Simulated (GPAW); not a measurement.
**revPBE/real-space grid (scalar-relativistic datasets) run of SiSbH4F (SMILES [F][SbH][SiH3])**

Wanted: ionisation energies of SiSbH4F. 

Program for the calculation: GPAW 26.7.0.

**1. The structure to begin with**

SiSbH4F has 7 atoms, charge 0, and is taken as a singlet. As SMILES, `[F][SbH][SiH3]`. The shape comes from GFN2-xTB, which is rough for such elements, and wasn't checked as a minimum.

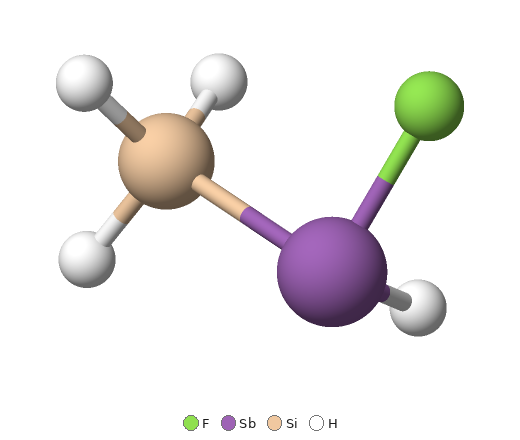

Viewed from a chosen angle; fluorine green, antimony purple, silicon light orange, hydrogen white.

**2. Ionisation energies at revPBE/real-space grid (scalar-relativistic datasets)**

ipea.py reads:

```python
from ase import Atoms
from gpaw import GPAW

# Set up the molecule
molecule = Atoms(['F', 'Sb', 'Si', 'H', 'H', 'H', 'H'],
    positions=[[ -0.525430,  -2.089490,   1.099560],
               [ -1.546210,  -0.773760,  -0.053710],
               [  0.450310,   0.827660,   0.076640],
               [ -0.842910,  -1.513390,  -1.428590],
               [  1.750620,   0.201900,  -0.138240],
               [  0.448950,   1.481820,   1.384490],
               [  0.264680,   1.865260,  -0.940140]])
molecule.center(vacuum=4.5)

energies = {}
for name, charge, unpaired in [('neutral', 0, 0), ('oxidised', 1, 1)]:
    molecule.set_initial_magnetic_moments([unpaired / len(molecule)] * len(molecule))
    calc = GPAW(mode='fd',
                h=0.18,
                xc='revPBE',
                charge=charge,
                occupations={'name': 'fermi-dirac', 'width': 0.0, 'fixmagmom': unpaired > 0},
                maxiter=100,
                symmetry='off',
                txt='-')
    molecule.calc = calc
    energies[name] = molecule.get_potential_energy()
    print(f'{name:10} {energies[name]:12.5f} eV')

ip = energies['oxidised'] - energies['neutral']
print(f'Vertical IP             {ip:.3f} eV')
```

The run is started by

```console
$ python ipea.py
```

Q: Predict the results. Wanted: first ionisation energy.

Answer, from the run:

Level: revPBE/real-space grid (scalar-relativistic datasets).

| quantity | value |
| --- | --- |
| first ionisation energy | 9.32 eV |
